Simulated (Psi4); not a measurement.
# P2H2 (phosphanylidenephosphane), step by step

Wanted: a structure relaxation (CAM-B3LYP/6-31G*), then the harmonic vibrations, then the energy (MP2/cc-pVTZ) of P2H2 (phosphanylidenephosphane). 

The calculation is run with Psi4 1.11.

## 1. Starting point

P2H2 has 4 atoms, charge 0, and is taken as a singlet. SMILES: `[H]/P=P/[H]`. Geometry: relaxed at GFN2-xTB. The run starts from this shape.

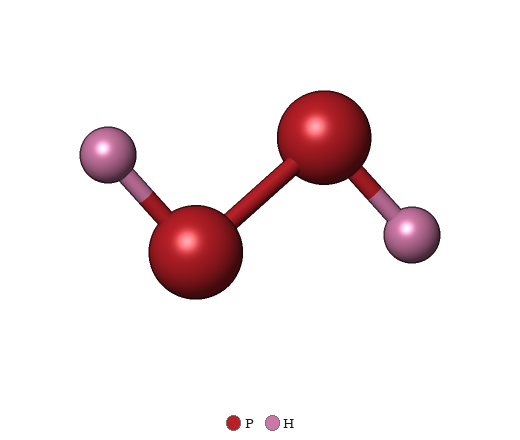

Viewed from a chosen angle; phosphorus red, hydrogen pink.

## 2. A geometry optimisation at CAM-B3LYP/6-31G(d) (density fitting, Cartesian functions) (run 1)

calc.inp reads:

```
memory 1600 MB

molecule mol {
  0 1
  P     -0.024370    -1.003630     0.088350
  P      0.024420     1.003540    -0.088260
  H      1.037260    -1.067570     1.003320
  H     -1.037310     1.067660    -1.003410
  units angstrom
}

set basis 6-31G*
set geom_maxiter 60

result, w = opt("cam-b3lyp", return_wfn=True)
print_variables()
```

Started as:

```
psi4 -n 1 calc.inp calc.out
```

calc.out:

```text
[...]
  Running in c1 symmetry.
[...]
  Nuclear repulsion =   76.759456495580409
[...]
  Multiplicity = 1
[...]
  Nalpha       = 16
  Nbeta        = 16
[...]
    Number of basis functions: 42
[...]
   @DF-RKS iter   1:  -683.81785794838868   -3.27102e-01   4.51670e-03 DIIS/ADIIS
[...]
   @DF-RKS iter   6:  -683.84409765040687   -2.38742e-12   8.98787e-09 DIIS
[...]
    Orbital Energies [Eh]
    ---------------------
    Doubly Occupied:
       1A    -77.171897     2A    -77.171874     3A     -6.646798
       4A     -6.646618     5A     -4.809681     6A     -4.809619
       7A     -4.808437     8A     -4.808029     9A     -4.805284
      10A     -4.804749    11A     -0.778730    12A     -0.620682
      13A     -0.426640    14A     -0.423337    15A     -0.329002
      16A     -0.317170
[...]
  @DF-RKS Final Energy:  -683.84409765040687
   => Energetics <=
    Nuclear Repulsion Energy =             76.3480127543461720
    One-Electron Energy =               -1096.7919820176930443
    Two-Electron Energy =                 372.5120697044904432
    DFT Exchange-Correlation Energy =     -35.9121980915504153
    Empirical Dispersion Energy =           0.0000000000000000
    VV10 Nonlocal Energy =                  0.0000000000000000
    Total Energy =                       -683.8440976504068658
[...]
 Multipole Moments:
 ------------------------------------------------------------------------------------
     Multipole            Electronic (a.u.)      Nuclear  (a.u.)        Total (a.u.)
 ------------------------------------------------------------------------------------
 L = 1.  Multiply by 2.5417464519 to convert [e a0] to [Debye]
 Dipole X            :         -0.0028009            0.0027440           -0.0000569
 Dipole Y            :          0.0003616           -0.0003529            0.0000087
 Dipole Z            :          0.0032763           -0.0032084            0.0000679
 Magnitude           :                                                    0.0000891
[...]
  -Total Gradient:
     Atom            X                  Y                   Z
    ------   -----------------  -----------------  -----------------
       1       -0.000065321238    -0.000037387209     0.000083340238
       2       -0.000067242398     0.000054383167     0.000071712869
       3        0.000065352910    -0.000006783176    -0.000078539760
       4        0.000067241628    -0.000010216769    -0.000076549455
[...]
    Final optimized geometry and variables:
    Molecular point group: c1
    Full point group: C1
    Geometry (in Angstrom), charge = 0, multiplicity = 1:
    P           -0.026905285976    -1.006844670407     0.086606518883
    P            0.026812993847     1.006856539326    -0.086498605983
    H            1.052141071673    -1.079342335122     1.014456516304
    H           -1.049304632473     1.078977564376    -1.017773032942
  Variable Map:
  ----------------------------------------------------------------------------
  "CURRENT ENERGY"              =>    -683.844097650407
  "CURRENT REFERENCE ENERGY"    =>    -683.844097650407
  "DD SOLVATION ENERGY"         =>       0.000000000000
  "DFT FUNCTIONAL TOTAL ENERGY" =>    -683.844097650407
[...]
```

Standard output:

```text
Optimizer: Optimization complete!
```

It took 13 s on 1 thread of AMD EPYC 7B13 (Zen 3), shared host; peak memory 0.34 GiB.

Step by step:

```
step  energy from the first frame kept (eV)  largest force (eV/Å)
   0                                 0.0000                0.4897
   1                                -0.0109                0.0430
   2                                -0.0110                0.0254
   3                                -0.0111                0.0037
   4                                -0.0110                0.0058
```

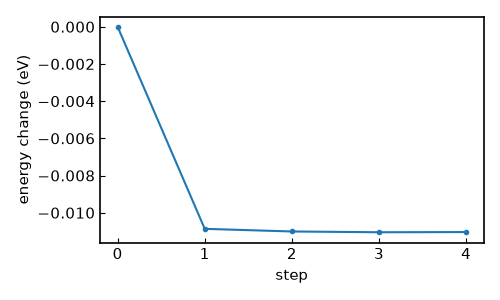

Energy along the run.

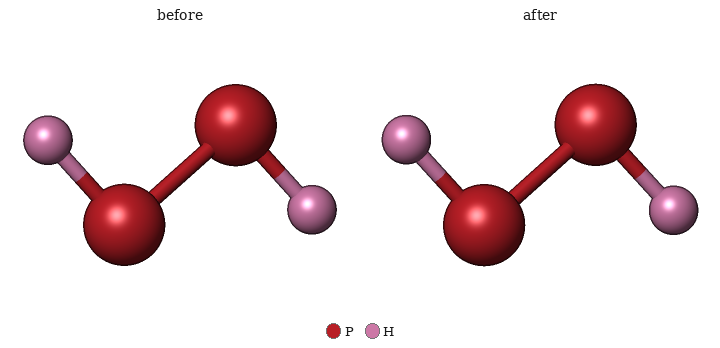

Before and after, at one scale.

After the run. Bond lengths: P1–P2 2.022 Å, P1–H3 1.425 Å, P2–H4 1.425 Å. Angles: P1–P2–H4 95.0°, P2–P1–H3 95.0°.

## 3. The harmonic vibrations at CAM-B3LYP/6-31G(d) (density fitting, Cartesian functions) (run 2)

job.dat reads:

```
memory 1600 mb

molecule geom {
  0 1
  P
  P 1 R2
  H 1 R3 2 A3
  H 2 R4 1 A4 3 D4

  R2 = 2.021841
  R3 = 1.424957
  A3 = 94.95089
  R4 = 1.424957
  A4 = 94.95075
  D4 = 179.81748
}

set {
  t                          600.0
  rotational_symmetry_number 2
}

result, w = frequencies('cam-b3lyp/6-31G*', return_wfn=True)
```

Started as:

```
psi4 -i job.dat -o job.out -n 1
```

job.out (excerpt; [...] marks lines left out):

```text
[...]
  Running in c1 symmetry.
[...]
  Nuclear repulsion =   76.348033277545554
[...]
  Multiplicity = 1
[...]
  Nalpha       = 16
  Nbeta        = 16
[...]
    Number of basis functions: 42
[...]
   @DF-RKS iter   1:  -683.81812363414008   -3.53046e-01   4.51212e-03 DIIS/ADIIS
[...]
   @DF-RKS iter  10:  -683.84409718664290    5.68434e-13   4.29098e-09 DIIS
[...]
  @DF-RKS Final Energy:  -683.84409718664290
   => Energetics <=
    Nuclear Repulsion Energy =             76.3531056639991590
    One-Electron Energy =               -1096.8025361788306782
    Two-Electron Energy =                 372.5176382790105549
    DFT Exchange-Correlation Energy =     -35.9123049508218983
    Empirical Dispersion Energy =           0.0000000000000000
    VV10 Nonlocal Energy =                  0.0000000000000000
    Total Energy =                       -683.8440971866427844
[...]
 Multipole Moments:
[...]
  -Total Gradient:
     Atom            X                  Y                   Z
    ------   -----------------  -----------------  -----------------
       1        0.000102134962    -0.000109678944    -0.000121777067
       2        0.000102483793     0.000109361374     0.000121890436
       3       -0.000102438727    -0.000065917674     0.000133433270
       4       -0.000102228254     0.000066235329    -0.000133546687
[...]
  ==> Harmonic Vibrational Analysis <==
[...]
  Freq [cm^-1]                 651.5578            714.4024            805.4257
[...]
  IR activ [km/mol]             0.0000             24.7701              0.2167
[...]
  Freq [cm^-1]                1006.8756           2417.4255           2432.6323
[...]
  IR activ [km/mol]             0.0000              0.0000             189.6662
[...]
  Total E_0, Enthalpy at 0 [K]                                                         -683.82580783 [Eh]
[...]
  Total H, Enthalpy at  600.00 [K]                                                     -683.81556539 [Eh]
[...]
  Total G, Gibbs energy at  600.00 [K]                                                 -683.88061733 [Eh]
[...]
```

It took 50 s on 1 thread of AMD EPYC 7B13 (Zen 3), shared host; peak memory 0.33 GiB.

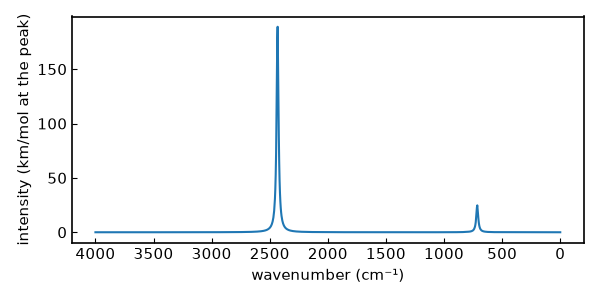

Harmonic infrared spectrum, unscaled, lines broadened by 10 cm⁻¹.

## 4. The energy at MP2/cc-pVTZ (density fitting, density fitting for correlation) (run 3)

h2p2.xyz reads:

```xyz
4
H2P2
P     -0.026882    -1.006887     0.086649
P      0.026836     1.006814    -0.086456
H      1.052164    -1.079384     1.014499
H     -1.049281     1.078935    -1.017731
```

run.py reads:

```python
import psi4

psi4.set_memory('1600 MB')
psi4.set_num_threads(1)
psi4.core.set_output_file('h2p2.out', False)

with open('h2p2.xyz') as f:
    atoms = ''.join(f.readlines()[2:])
molecule = psi4.geometry('0 1\n' + atoms + 'symmetry c1')

psi4.set_options({
    'basis': 'cc-pVTZ',
    'freeze_core': True,
})

e_tot, wfn = psi4.energy('mp2', return_wfn=True)
print(f'mp2 energy: {e_tot:.10f} Eh')
for k, v in sorted(psi4.core.scalar_variables().items()):
    print(f'{k:45s} {v:18.10f}')
```

Started as:

```
python run.py
```

h2p2.out:

```text
[...]
  Running in c1 symmetry.
[...]
  Nuclear repulsion =   76.348022082258808
[...]
  Multiplicity = 1
[...]
  Nalpha       = 16
  Nbeta        = 16
[...]
    Number of basis functions: 96
[...]
   @DF-RHF iter   1:  -682.61494687515028   -4.77575e-01   1.91905e-03 DIIS/ADIIS
[...]
   @DF-RHF iter  10:  -682.64141982521107   -4.43379e-12   2.19292e-09 DIIS
[...]
    Orbital Energies [Eh]
    ---------------------
    Doubly Occupied:
       1A    -79.966105     2A    -79.966102     3A     -7.508399
       4A     -7.508029     5A     -5.400746     6A     -5.400535
       7A     -5.400396     8A     -5.400172     9A     -5.399742
      10A     -5.399226    11A     -0.909983    12A     -0.717852
      13A     -0.489407    14A     -0.484897    15A     -0.365829
      16A     -0.355281
[...]
  @DF-RHF Final Energy:  -682.64141982521107
   => Energetics <=
    Nuclear Repulsion Energy =             76.3480220822588080
    One-Electron Energy =               -1096.6334778612631453
    Two-Electron Energy =                 337.6440359537932636
    Total Energy =                       -682.6414198252110737
[...]
 Multipole Moments:
 ------------------------------------------------------------------------------------
     Multipole            Electronic (a.u.)      Nuclear  (a.u.)        Total (a.u.)
 ------------------------------------------------------------------------------------
 L = 1.  Multiply by 2.5417464519 to convert [e a0] to [Debye]
 Dipole X            :         -0.0027499            0.0027442           -0.0000056
 Dipole Y            :          0.0003532           -0.0003523            0.0000009
 Dipole Z            :          0.0032165           -0.0032090            0.0000076
 Magnitude           :                                                    0.0000095
[...]
```

The script printed:

```text
mp2 energy: -682.9391245392 Eh
CURRENT CORRELATION ENERGY                         -0.2977047139
CURRENT ENERGY                                   -682.9391245392
CURRENT REFERENCE ENERGY                         -682.6414198252
CUSTOM SCS-MP2 CORRELATION ENERGY                  -0.3022696839
CUSTOM SCS-MP2 TOTAL ENERGY                      -682.9436895091
DD SOLVATION ENERGY                                 0.0000000000
HF KINETIC ENERGY                                 682.5766635006
HF POTENTIAL ENERGY                             -1365.2180833258
HF TOTAL ENERGY                                  -682.6414198252
HF VIRIAL RATIO                                     2.0000948704
MP2 CORRELATION ENERGY                             -0.2977047139
MP2 DOUBLES ENERGY                                 -0.2977047139
MP2 OPPOSITE-SPIN CORRELATION ENERGY               -0.2342708991
MP2 SAME-SPIN CORRELATION ENERGY                   -0.0634338149
MP2 SINGLES ENERGY                                 -0.0000000000
MP2 TOTAL ENERGY                                 -682.9391245392
NUCLEAR REPULSION ENERGY                           76.3480220823
ONE-ELECTRON ENERGY                             -1096.6334778613
PCM POLARIZATION ENERGY                             0.0000000000
PE ENERGY                                           0.0000000000
SCF ITERATION ENERGY                             -682.6414198252
SCF ITERATIONS                                     10.0000000000
SCF TOTAL ENERGY                                 -682.6414198252
SCS-MP2 CORRELATION ENERGY                         -0.3022696839
SCS-MP2 TOTAL ENERGY                             -682.9436895091
TWO-ELECTRON ENERGY                               337.6440359538
```

It took 3 s on 1 thread of AMD EPYC 7B13 (Zen 3), shared host; peak memory 0.29 GiB.

## 5. What came out

```
                                                                       quantity             value
                               run 1, CAM-B3LYP/6-31G*: total energy at the end     -683.84410 Eh
                                         run 1, CAM-B3LYP/6-31G*: dipole moment            0.00 D
                                           run 1, CAM-B3LYP/6-31G*: HOMO energy          -8.63 eV
                                           run 1, CAM-B3LYP/6-31G*: LUMO energy          -1.79 eV
                                         run 1, CAM-B3LYP/6-31G*: HOMO–LUMO gap           6.84 eV
                            run 2, CAM-B3LYP/6-31G*: lowest harmonic wavenumber          652 cm⁻¹
                           run 2, CAM-B3LYP/6-31G*: highest harmonic wavenumber         2433 cm⁻¹
                                     run 2, CAM-B3LYP/6-31G*: zero-point energy       48.0 kJ/mol
run 2, CAM-B3LYP/6-31G*: ideal-gas entropy at 600 K (symmetry number 2 as used)  68.0 cal/(mol K)
                                               run 3, MP2/cc-pVTZ: total energy     -682.93912 Eh
                        run 3, MP2/cc-pVTZ: HOMO energy (Hartree–Fock orbitals)          -9.67 eV
                        run 3, MP2/cc-pVTZ: LUMO energy (Hartree–Fock orbitals)           0.33 eV
                      run 3, MP2/cc-pVTZ: HOMO–LUMO gap (Hartree–Fock orbitals)          10.00 eV
               run 3, MP2/cc-pVTZ: correlation energy (10 core orbitals frozen)        -297.7 mEh
```

The optimisation (run 1, CAM-B3LYP/6-31G*) took 5 steps and changed the energy by -0.011 eV. All 6 modes (run 2, CAM-B3LYP/6-31G*) are real, so the shape is a minimum at this level.
